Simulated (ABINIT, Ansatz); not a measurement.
# KCaF3 (Pm-3m): G0W0 with ABINIT, start to end, part 3 of 3

Aim: the G0W0 gap of KCaF3 (Pm-3m) on PBEsol, step by step.

ABINIT 10.8.3; PBEsol and many-body steps on it, plane waves. Known limits of the many-body steps: not at the basis limit; coarse k mesh.

So far. Step 4 (Empty states on the mesh, 2×2×2 mesh, 182 bands): On this mesh the gap is 6.057 eV. Step 5 (Screening, 2×2×2 mesh, 166 bands, screening to 176.9 eV): Local fields lower ε∞ by 8 %. On a Γ-centred mesh this coarse the value itself is usually too large, while a short band sum pulls it down.

## (6) Self-energy, 2×2×2 mesh, 166 bands, screening to 176.9 eV

The self-energy is evaluated for the states that the input lists, and the levels follow from it, in one-shot runs by the linearised quasiparticle equation.

This step: G0W0 on PBEsol, plane waves, norm-conserving pseudopotentials.

Input file run.abi:

```
acell 3*1.0 Angstrom
rprim 
  4.481726000000 0.000000000000 0.000000000000
  0.000000000000 4.481726000000 0.000000000000
  0.000000000000 0.000000000000 4.481726000000
ntypat 3
znucl 19 20 9
natom 5
typat 1 2 3 3 3
xred 
  0.500000000000 0.500000000000 0.500000000000
  0.000000000000 0.000000000000 0.000000000000
  0.000000000000 0.500000000000 0.000000000000
  0.000000000000 0.000000000000 0.500000000000
  0.500000000000 0.000000000000 0.000000000000
pp_dirpath "pseudos"
pseudos "K.upf, Ca.upf, F.upf"
ecut 36
ngkpt 2 2 2
nshiftk 1
shiftk 0 0 0
kptopt 1
chksymbreak 0
istwfk *1
occopt 1
irdwfk 1
optdriver 4
nband 166
gwcalctyp 0
ecutsigx 36
symsigma 1
nkptgw 2
kptgw 
  0.5000000000 0.5000000000 0.5000000000
  0.0000000000 0.0000000000 0.0000000000
bdgw 
  18 23
  18 24
ecuteps 6.5
irdscr 1
ppmodel 1
indata_prefix "in"
outdata_prefix "out"
tmpdata_prefix "tmp"
```

On the command line:

```console
$ OMP_NUM_THREADS=1 mpirun -n 4 abinit run.abi > log
```

Numbers of over 12 decimals in the logs are rounded to 6 here.

Log:

```text
.Version 10.8.3 of ABINIT. v10.8.2 released Aug 2026.

 Symmetries : space group Pm -3 m (#221); Bravais cP (primitive cubic)
[... echo of the input left out ...]
== DATASET  1 ==================================================================
-   mpi_nproc: 4, omp_nthreads: 1 (-1 if OMP is not activated)

--- !DatasetInfo
iteration_state: {dtset: 1, }
dimensions: {natom: 5, nkpt: 4, mband: 166, nsppol: 1, nspinor: 1, nspden: 1, mpw: 6302, }
cutoff_energies: {ecut:  36.0, pawecutdg:  -1.0, }
electrons: {nelect:   4.00000000E+01, charge:   0.00000000E+00, occopt:   1.00000000E+00, tsmear:   1.00000000E-02, }

 SIGMA: Calculation of the GW corrections

 Based on a program developped by R.W. Godby, V. Olevano, G. Onida, and L. Reining.
 Incorporated in ABINIT by V. Olevano, G.-M. Rignanese, and M. Torrent.
.Using double precision arithmetic ; gwpc =  8

[... cell and pseudopotentials left out ...]
--------------------------------------------------------------------------------

 ==== K-mesh for the wavefunctions ====
 Number of points in the irreducible wedge :     4
[... list of points left out ...]
 Together with 48 symmetry operations and time-reversal symmetry
 yields     8 points in the full Brillouin Zone.

 ==== Q-mesh for screening function ====
 Number of points in the irreducible wedge :     4
[... list of points left out ...]
 Together with 48 symmetry operations and time-reversal symmetry
 yields     8 points in the full Brillouin Zone.

 vcoul_init : cutoff-mode = AUXILIARY_FUNCTION
 q-points for optical limit:   1
     1)      0.000010    0.000020    0.000030
 setmesh: FFT mesh size selected  =    45x   45x   45
          total number of points  =        91125

 Number of electrons calculated from density =   40.0000; Expected =   40.0000
 average of density, n =  0.065846
 r_s =    1.5362
 omega_plasma =   24.7525 [eV]

 === KS Band Gaps ===
  >>>> For spin  1
   Minimum direct gap =   6.2372 [eV], located at k-point      :   0.0000  0.0000  0.0000
   Fundamental gap    =   6.0567 [eV], Top of valence bands at :   0.5000  0.5000  0.5000
                                       Bottom of conduction at :   0.0000  0.0000  0.0000
 SIGMA fundamental parameters:
 PLASMON POLE MODEL  1
 number of plane-waves for SigmaX                 6235
 number of plane-waves for SigmaC and W            461
 number of plane-waves for wavefunctions          6235
 number of bands                                   166
 number of independent spin polarizations            1
 number of spinorial components                      1
 number of k-points in IBZ                           4
 number of q-points in IBZ                           4
 number of symmetry operations                      48
 number of k-points in BZ                            8
 number of q-points in BZ                            8
 number of frequencies for dSigma/dE                 9
 frequency step for dSigma/dE [eV]                0.25
 number of omega for Sigma on real axis              0
 max omega for Sigma on real axis  [eV]           0.00
 zcut for avoiding poles [eV]                     0.10

 EPSILON^-1 parameters (SCR file):
 dimension of the eps^-1 matrix on file            461
 dimension of the eps^-1 matrix used               461
 number of plane-waves for wavefunctions          6235
 number of bands                                   166
 number of q-points in IBZ                           4
 number of frequencies                               2
 number of real frequencies                          1
 number of imag frequencies                          1

 matrix elements of self-energy operator (all in [eV])

 Perturbative Calculation

--- !SelfEnergy_ee
iteration_state: {dtset: 1, }
kpoint     : [   0.500,    0.500,    0.500, ]
spin       : 1
KS_gap     :    9.665
QP_gap     :   13.972
Delta_QP_KS:    4.307
data: !SigmaeeData |
     Band     E0 <VxcDFT>   SigX SigC(E0)      Z dSigC/dE  Sig(E)    E-E0       E
       18  -0.452 -22.095 -29.579   4.963   0.806  -0.240 -24.128  -2.033  -2.485
       19  -0.452 -22.095 -29.579   4.963   0.806  -0.240 -24.128  -2.033  -2.485
       20  -0.452 -22.095 -29.579   4.963   0.806  -0.240 -24.128  -2.033  -2.485
       21   9.213  -9.943  -4.578  -2.818   0.893  -0.120  -7.669   2.274  11.487
       22   9.213  -9.943  -4.578  -2.818   0.893  -0.120  -7.669   2.274  11.487
       23   9.213  -9.943  -4.578  -2.818   0.893  -0.120  -7.669   2.274  11.487

--- !SelfEnergy_ee
iteration_state: {dtset: 1, }
kpoint     : [   0.000,    0.000,    0.000, ]
spin       : 1
KS_gap     :    6.237
QP_gap     :    9.645
Delta_QP_KS:    3.408
data: !SigmaeeData |
     Band     E0 <VxcDFT>   SigX SigC(E0)      Z dSigC/dE  Sig(E)    E-E0       E
       18  -0.633 -22.255 -29.752   4.946   0.808  -0.237 -24.317  -2.062  -2.695
       19  -0.633 -22.255 -29.752   4.946   0.808  -0.237 -24.317  -2.062  -2.695
       20  -0.633 -22.255 -29.752   4.946   0.808  -0.237 -24.317  -2.062  -2.695
       21   5.605  -8.083  -3.876  -2.705   0.896  -0.116  -6.737   1.346   6.951
       22   8.376 -12.906  -6.207  -3.227   0.882  -0.134  -9.844   3.062  11.438
       23   8.376 -12.906  -6.207  -3.227   0.882  -0.134  -9.844   3.062  11.438
       24   8.376 -12.906  -6.207  -3.227   0.882  -0.134  -9.844   3.062  11.438

== END DATASET(S) ==============================================================
================================================================================

 -outvars: echo values of variables after computation  --------
           etotal      0.0000000000E+00
            nband         166
             nkpt           4
          spgroup         221
 [... the other variables as echoed above ...]

 Calculation completed.
```

Elapsed: 22 s, on 4 MPI ranks of Arm Neoverse V2, shared host; peak memory 1.2 GiB.

This step gave:

```yaml
g0w0_gap_on_the_points_computed: 9.436 eV
starting_gap_on_the_mesh: 6.057 eV
k_of_the_valence_top: 0.5, 0.5, 0.5
k_of_the_conduction_bottom: 0, 0, 0
z_at_the_valence_top: 0.806
z_at_the_conduction_bottom: 0.896
least_direct_g0w0_gap_on_the_computed_points: 9.646 eV
```

The gap on the mesh goes from 6.06 eV to 9.44 eV, a correction of +3.38 eV.

Limits: finite bands, cutoff and mesh; coarse k mesh. v1 is the top filled band, c1 the lowest empty one. The levels before and after the correction (eV, zero at the valence-band top of each column):

|  | conduction bottom | valence top |
| --- | --- | --- |
| Kohn-Sham | 6.06 | 0.00 |
| G0W0 | 9.44 | 0.00 |

|  | level | energy (eV) |
| --- | --- | --- |
| Kohn-Sham | (0.5 0.5 0.5) v3-v1 | 0.000 |
| Kohn-Sham | (0.5 0.5 0.5) c1-c3 | 9.665 |
| Kohn-Sham | Γ v3-v1 | -0.180 |
| Kohn-Sham | Γ c1 | 6.057 |
| Kohn-Sham | Γ c2-c4 | 8.828 |
| G0W0 | (0.5 0.5 0.5) v3-v1 | 0.000 |
| G0W0 | (0.5 0.5 0.5) c1-c3 | 13.972 |
| G0W0 | Γ v3-v1 | -0.210 |
| G0W0 | Γ c1 | 9.436 |
| G0W0 | Γ c2-c4 | 13.923 |

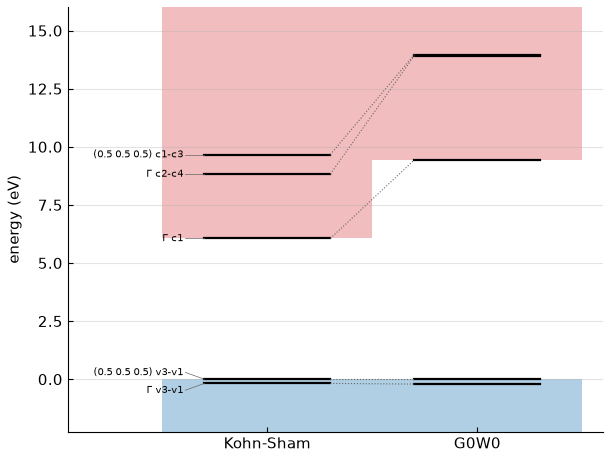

Levels before and after the correction. Shaded: valence and conduction bands.

## (7) Where the time went

Times are wall times on 4 MPI ranks of Arm Neoverse V2, shared host, good to a factor of about two.

| step | time | share | memory (GiB) |
| --- | --- | --- | --- |
| ground state | 35 s | 19 % | 0.38 |
| bands along the symmetry lines | 54 s | 29 % | 0.4 |
| empty states on the mesh | 45 s | 24 % | 0.4 |
| screening | 32 s | 17 % | 1.2 |
| self-energy | 22 s | 12 % | 1.2 |

## (8) What came out

| Item | Value |
| --- | --- |
| PBEsol gap | 6.06 eV, indirect |
| G0W0 gap on the mesh | 9.44 eV |
| GW settings | 2×2×2 mesh, 166 bands, screening to 176.9 eV, Godby-Needs plasmon pole |
| known limits | not at the basis limit; coarse k mesh |

What this shows: G0W0 moves the gap on the mesh from 6.06 eV to 9.44 eV (+3.38 eV), with Z of 0.81 and 0.90 at the edges. Local fields lower the RPA ε∞ on this mesh from 2.19 to 2.01; a Γ-centred mesh this coarse tends to raise both, most where the direct gap is narrow, while a short band sum lowers them. Only 2 of the mesh's irreducible points were corrected, so a valley elsewhere could overtake. Bands and cutoff are finite, so the gap is not at the basis limit. The miss can reach some tenths of an eV and take either sign; the mesh is an error of its own. In the G0W0 run levels were corrected at 2 k points alone, so a gap called «on the mesh» is the least over those, and an edge elsewhere would be missed. The 2×2×2 mesh is coarse for this cell, which bears on the long-range parts of exchange and screening. This is the ideal cubic cell; many perovskites, halides above all, are cubic only on average, and local tilts or off-centring can widen the gap.

[Paths, hosts, dates, memory and timing lines, banners, echoed tables and standing remarks are left out of the program output.]

[Logs are printed without paths, hosts, clocks, repeated set-up lines and the standing remarks that a program may print on its own settings, such as how far it seeks lower states.]

[Runs of the session that timed out or met a known fault of the program may be left out.]

[Hosts, paths, dates, database ids (printed as entryN), source tags and the programs' standing remarks are cut or masked in the printed files.]

[G0W0 gaps are taken among the corrected bands and points alone; a level outside them can change the order at an edge.]

[Where Ansatz stands beside ABINIT at settings called matched, ABINIT's density can come from a denser mesh and the files from another edition; pairs whose starting gaps differed by over 0.03 eV were left out, so agreement reads better than it is.]
